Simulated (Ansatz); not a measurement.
Consider F5HOW.

The calculation's input:

```
crystal:
  periodic: [false, false, false]
  atoms:
    - {symbol: O, position_ang: [-0.656192, -1.281610, 0.451990]}
    - {symbol: W, position_ang: [0.134840, 0.262797, -0.092168]}
    - {symbol: F, position_ang: [1.418210, 0.152853, 1.229575]}
    - {symbol: F, position_ang: [-1.088745, 0.489835, -1.455145]}
    - {symbol: F, position_ang: [0.935613, 1.827146, -0.644265]}
    - {symbol: F, position_ang: [-0.924722, 1.280211, 1.025178]}
    - {symbol: F, position_ang: [1.254377, -0.637990, -1.250423]}
    - {symbol: H, position_ang: [-1.073392, -2.093253, 0.735258]}
basis:
  gaussian: {orbitals: def2-TZVPP}
hamiltonian: {xc: pbe0, dispersion: d4}
output: {orbitals: {seedname: orbitals}}
```

Launched as:

```sh
ansatz run in.yaml --threads 8 --pin off --events-out ev --progress --plain --max-ram 18278MiB
```

Geometry: PBE0-D4/def2-TZVP; core potentials replace the inner electrons of W.

The calculation used RKS PBE0-D4/def2-TZVPP in Ansatz.

> Predict the electron density and electron localisation function between the atoms.

W–O (1.82 Å): ρ is about 1.2 e/Å³ halfway; the ELF peaks at about 0.80 in the valence shell of O, 0.5 Å from its nucleus, and drops to about 0.25 between the two atoms.
W–F (1.84 Å): ρ at the midpoint is about 1.2 e/Å³; the ELF peaks at about 0.80 in the valence shell of F, 0.5 Å from its nucleus, and drops to about 0.25 between the two atoms.
O–H (0.96 Å): ρ is about 3.9 e/Å³ halfway; the ELF climbs to about 1 towards the hydrogen, as it does in any bond to H; an ordinary covalent bond to hydrogen.

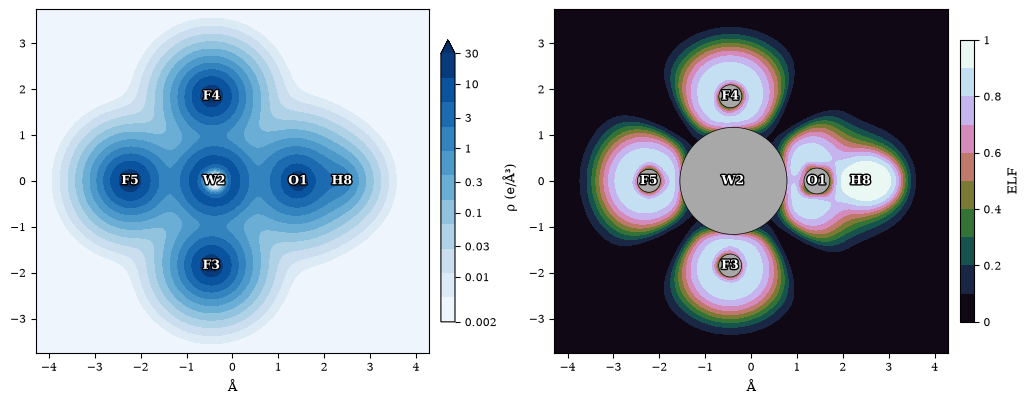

Computed electron density and electron localisation function on the plane of atoms O1, W2 and F4, in this order. Grey discs cover the atomic cores in the ELF map. 
